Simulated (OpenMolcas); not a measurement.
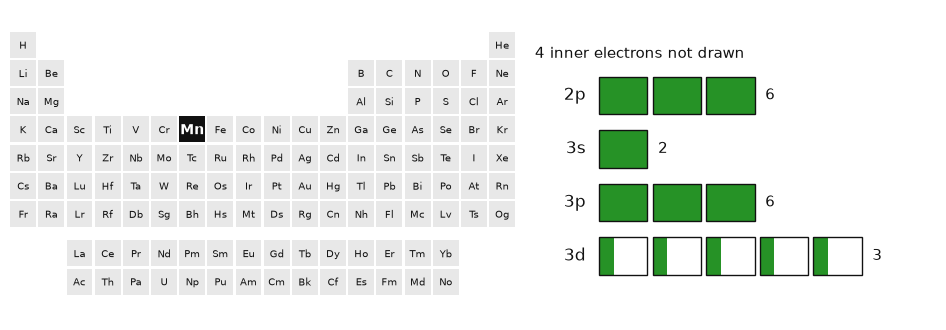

**Figure 1.** Left, the place of manganese in the periodic table; right, the outer shells of the leading configuration of the lowest level: a box for each of the 2l + 1 orbitals, shaded by the share of the shell that is filled, with the electron count at the right.

**Run report: Mn⁴⁺ complex, multiconfigurational calculation**

System: Mn⁴⁺ with 6 ligands (Cl; octahedron, 2.446 Å), embedded in Cs2ZrCl6 by model potentials and point charges, whose field is part of the energies.
Method: state-averaged SS-CASPT2, IPEA shift 0.25, sigma2 shift 0.3 hartree, closed shells 3s 3p of the metal and the valence shells of the ligands correlated, active space 3 electrons in the shell 3d, basis ANO-RCC-VTZP on the metal and ANO-RCC-VDZP on the ligands, DKH2 scalar Hamiltonian, spin-orbit coupling by RASSI with atomic mean-field integrals (OpenMolcas).

The input:
```
&GATEWAY
Basis set
Mn.ANO-RCC-VTZP.
Mn1 0.0 0.0 0.0 Angstrom
End of basis
Basis set
Cl.ANO-RCC-VDZP.
L1 2.446000 0.000000 0.000000 Angstrom
L2 0.000000 2.446000 0.000000 Angstrom
L3 0.000000 0.000000 2.446000 Angstrom
End of basis
Basis set
Cs.EMB-AIMP.Seijo.0s.0s.ECP.Cs2ZrCl6.
PseudoCharge
* 4 symmetry-unique lattice sites within 7.6 angstrom
End of basis
Basis set
Cl.EMB-AIMP.Seijo.0s.0s.ECP.Cs2ZrCl6.
PseudoCharge
* 12 symmetry-unique lattice sites within 7.6 angstrom
End of basis
Basis set
Zr.EMB-AIMP.Seijo.0s.0s.ECP.Cs2ZrCl6.
PseudoCharge
* 6 symmetry-unique lattice sites within 7.6 angstrom
End of basis
Symmetry
XYZ
AngMom=0.0 0.0 0.0
AMFI
RICD
XField
1385 Angstrom 0
* Evjen-weighted lattice charges
&SEWARD
&RASSCF
FileOrb=start.orb
Symmetry=1
Spin=4
nActEl=3 0 0
Inactive=30 33
Ras2=5 0
CIRoot=10 10 1
SDav=10
CIMx=300
Iter=150 100
PrWF=0.3
OrbListing=Nothing
MaxOrb=0
LevShft=1.0
>>> COPY $Project.JobIph JOB001
&RASSCF
FileOrb=start.orb
Symmetry=1
Spin=2
nActEl=3 0 0
Inactive=30 33
Ras2=5 0
CIRoot=40 40 1
SDav=40
CIMx=300
Iter=150 100
PrWF=0.3
OrbListing=Nothing
MaxOrb=0
LevShft=1.0
>>> COPY $Project.JobIph JOB002
&RASSI
NrOfJobIphs=2 10 40
1 2 3 4 5 6 7 8 9 10
1 2 3 4 5 6 7 8 9 10 11 12 13 14 15 16 17 18 19 20 21 22 23 24 25 26 27
28 29 30 31 32 33 34 35 36 37 38 39 40
IphNames
JOB001
JOB002
EJob
SpinOrbit
DIPRint=1.0
SOCoupling=1000.0
Subsets=2
Property=9
'ANGMOM' 1 'ANGMOM' 2 'ANGMOM' 3 'MLTPL  1' 1 'MLTPL  1' 2 'MLTPL  1' 3
'AMFI' 1 'AMFI' 2 'AMFI' 3
SOProperty=3
'ANGMOM' 1 'ANGMOM' 2 'ANGMOM' 3
>>> COPY JOB001 $Project.JobIph
&CASPT2
Multistate=10 1 2 3 4 5 6 7 8 9 10
NoMult
Frozen=17 18
IPEA=0.25
Sig2=0.3
MaxIter=60
WThr=0.0 0.3 0.05
PrWF=0.5
NoMix
>>> COPY JOB002 $Project.JobIph
&CASPT2
Multistate=40 1 2 3 4 5 6 7 8 9 10 11 12 13 14 15 16 17 18 19 20 21 22
23 24 25 26 27 28 29 30 31 32 33 34 35 36 37 38 39 40
NoMult
Frozen=17 18
IPEA=0.25
Sig2=0.3
MaxIter=60
WThr=0.0 0.3 0.05
PrWF=0.5
NoMix
```

The file start.orb holds starting orbitals from an earlier step. A driver script formed the levels outside the program, from RASSI's spin-orbit matrix and the CASPT2 energies (for multi-state variants, the effective Hamiltonian), averaged over the components of each term or state. The log and the time are those of the CASPT2 step.

Launched with:
```bash
OMP_NUM_THREADS=1 MOLCAS_MEM=2457 MOLCAS_PROJECT=a pymolcas a.inp > a.log  # once for each step of the input, in one work folder
```

Output (extracts):
```
--- CASPT2 ---
Orbital specifications:
      -----------------------

      Symmetry species                           1   2
                                                ag  au
      Frozen orbitals                           17  18
      Inactive orbitals                         13  15
      Active orbitals                            5   0
      Secondary orbitals                        49  50
      Deleted orbitals                           0   0
      Number of basis functions                 84  83
Type of calculation                        SS-CASPT2
      Fock operator                              state-specific
      IPEA shift                                 0.25
      Real shift                                 0.00
      Imaginary shift                            0.00
      Sigma^2 regularizer                        0.30
      The input orbitals will be transformed to quasi-canonical
Reference energy:       -3923.0082888242
      E2 (Non-variational):      -1.6484306892
      Shift correction:          -0.0004121437
      E2 (Variational):          -1.6488428329
      Total energy:           -3924.6571316571
      Residual norm:              0.0000007180
      Reference weight:           0.59831
      Contributions to the CASPT2 correlation energy
      Active & Virtual Only:         -0.0217716593
      One Inactive Excited:          -0.2694793674
      Two Inactive Excited:          -1.3571796626
Reference energy:       -3922.9526926268
      E2 (Non-variational):      -1.5750712639
      Shift correction:          -0.0011187161
      E2 (Variational):          -1.5761899800
      Total energy:           -3924.5288826068
      Residual norm:              0.0000003044
      Reference weight:           0.60546
      Contributions to the CASPT2 correlation energy
      Active & Virtual Only:         -0.0172216062
      One Inactive Excited:          -0.2501639517
      Two Inactive Excited:          -1.3076857060
::    CASPT2 Root  1     Total energy:  -3924.65713166
::    CASPT2 Root  2     Total energy:  -3924.52888261
::    CASPT2 Root  3     Total energy:  -3924.52885307
::    CASPT2 Root  4     Total energy:  -3924.52886930
::    CASPT2 Root  5     Total energy:  -3924.50641494
::    CASPT2 Root  6     Total energy:  -3924.50641728
::    CASPT2 Root  7     Total energy:  -3924.50641891
::    CASPT2 Root  8     Total energy:  -3924.36896144
::    CASPT2 Root  9     Total energy:  -3924.36902511
::    CASPT2 Root 10     Total energy:  -3924.36906224
--- CASPT2 ---
Orbital specifications:
      -----------------------

      Symmetry species                           1   2
                                                ag  au
      Frozen orbitals                           17  18
      Inactive orbitals                         13  15
      Active orbitals                            5   0
      Secondary orbitals                        49  50
      Deleted orbitals                           0   0
      Number of basis functions                 84  83
Type of calculation                        SS-CASPT2
      Fock operator                              state-specific
      IPEA shift                                 0.25
      Real shift                                 0.00
      Imaginary shift                            0.00
      Sigma^2 regularizer                        0.30
      The input orbitals will be transformed to quasi-canonical
Reference energy:       -3922.9121699776
      E2 (Non-variational):      -1.6899744234
      Shift correction:          -0.0005507340
      E2 (Variational):          -1.6905251574
      Total energy:           -3924.6026951350
      Residual norm:              0.0000004160
      Reference weight:           0.58847
      Contributions to the CASPT2 correlation energy
      Active & Virtual Only:         -0.0277400927
      One Inactive Excited:          -0.2839732408
      Two Inactive Excited:          -1.3782610899
Reference energy:       -3922.9121699776
      E2 (Non-variational):      -1.6893477689
      Shift correction:          -0.0006170204
      E2 (Variational):          -1.6899647893
      Total energy:           -3924.6021347668
      Residual norm:              0.0000003326
      Reference weight:           0.58853
      Contributions to the CASPT2 correlation energy
      Active & Virtual Only:         -0.0277324613
      One Inactive Excited:          -0.2833130939
      Two Inactive Excited:          -1.3783022137
::    CASPT2 Root  1     Total energy:  -3924.60269513
::    CASPT2 Root  2     Total energy:  -3924.60213477
::    CASPT2 Root  3     Total energy:  -3924.59989317
::    CASPT2 Root  4     Total energy:  -3924.59988365
::    CASPT2 Root  5     Total energy:  -3924.59995393
::    CASPT2 Root  6     Total energy:  -3924.52911299
::    CASPT2 Root  7     Total energy:  -3924.52911195
::    CASPT2 Root  8     Total energy:  -3924.52911339
::    CASPT2 Root  9     Total energy:  -3924.50343091
::    CASPT2 Root 10     Total energy:  -3924.54596421
::    CASPT2 Root 11     Total energy:  -3924.54624520
::    CASPT2 Root 12     Total energy:  -3924.54642143
::    CASPT2 Root 13     Total energy:  -3924.49121913
::    CASPT2 Root 14     Total energy:  -3924.49119483
::    CASPT2 Root 15     Total energy:  -3924.49117525
::    CASPT2 Root 16     Total energy:  -3924.48377523
::    CASPT2 Root 17     Total energy:  -3924.48395374
::    CASPT2 Root 18     Total energy:  -3924.48460801
::    CASPT2 Root 19     Total energy:  -3924.48476401
::    CASPT2 Root 20     Total energy:  -3924.48476519
::    CASPT2 Root 21     Total energy:  -3924.43749349
::    CASPT2 Root 22     Total energy:  -3924.43687762
::    CASPT2 Root 23     Total energy:  -3924.43742675
::    CASPT2 Root 24     Total energy:  -3924.44870110
::    CASPT2 Root 25     Total energy:  -3924.35240518
::    CASPT2 Root 26     Total energy:  -3924.35248888
::    CASPT2 Root 27     Total energy:  -3924.35232515
::    CASPT2 Root 28     Total energy:  -3924.42416885
::    CASPT2 Root 29     Total energy:  -3924.42410378
::    CASPT2 Root 30     Total energy:  -3924.42409919
```

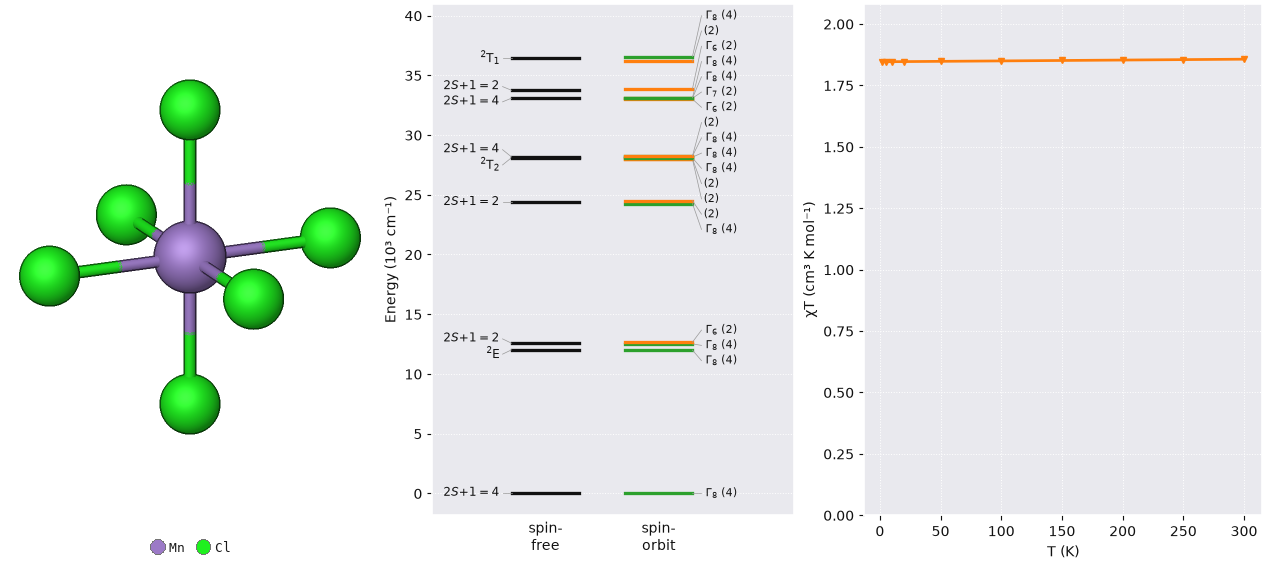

**Figure 2.** Mn⁴⁺ (3d³) as a dopant in Cs₂ZrCl₆, a cluster with its 6 nearest Cl⁻ at 2.446 Å (octahedron) embedded in model potentials and point charges; the geometry was set, not optimised, and its levels and susceptibility. Labels give the representation in O, Td, D4 or D3 as the site allows (double group for half-integer spin) where it could be assigned and, in brackets, the degeneracy; spin-free states, where drawn, share the zero of the spin-orbit levels. Powder susceptibility by Van Vleck's formula. The ground level is Γ₈, 4-fold degenerate, 100 % from states of spin multiplicity 4. The next level lies at 12,000 cm⁻¹ (Γ₈). χT is 1.85 cm³ K mol⁻¹ at 2 K and 1.86 at 300 K, an effective moment of 3.85 μB.

Summary:

| quantity | value |
| --- | --- |
| outcome | converged |
| energy of the lowest spin-free term | −3924.65713 hartree |
| energy of the lowest spin-orbit level | −3924.65719 hartree |
| CASPT2 correlation energy | −1.6488 hartree |
| largest spread among components of a term | 190.0 cm⁻¹ |
| lowest reference weight | 0.565 |
| hardware | 1 thread of Arm Neoverse V1, 24 GiB of memory available, shared host |
| wall time | 4.8 min |
| peak memory | 0.2 GiB |

Remarks:

The components of ² (unassigned), which symmetry makes degenerate, are split by 190 cm⁻¹ in CASPT2, and those of 4 more by over 50 cm⁻¹. This is an artefact; the levels of such states rest on averages and are uncertain by about as much. Caveats: covalent bonds, ligand orbitals missing from the active space; the geometry is set by hand, with no relaxation.
